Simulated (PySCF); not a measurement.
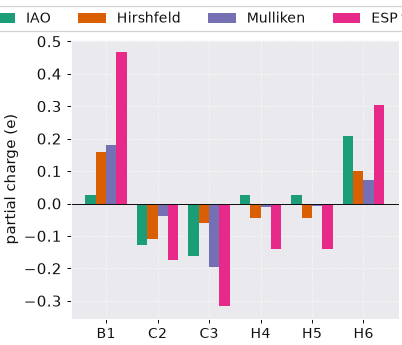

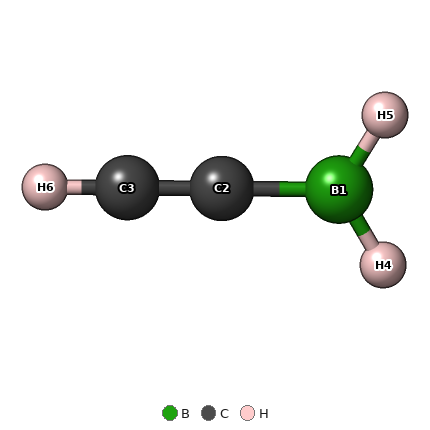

Atomic charges of C₂H₃B, SMILES BC#C by 4 schemes, PBE0/pcSseg-1, PySCF 2.14.0, at a GFN2-xTB geometry (no frequency check).

Which atom is the most negative in each scheme?

Answer. IAO: C3 (−0.16 e); Hirshfeld: C2 (−0.11 e); Mulliken: C3 (−0.19 e); ESP fit: C3 (−0.32 e).

Which scheme gives the smallest charges overall?

Answer. Mulliken: mean absolute charge Mulliken 0.08, Hirshfeld 0.09, IAO 0.10, ESP fit 0.26 e.

Note: the tight-binding geometry is rougher than a DFT one and adds to the error.
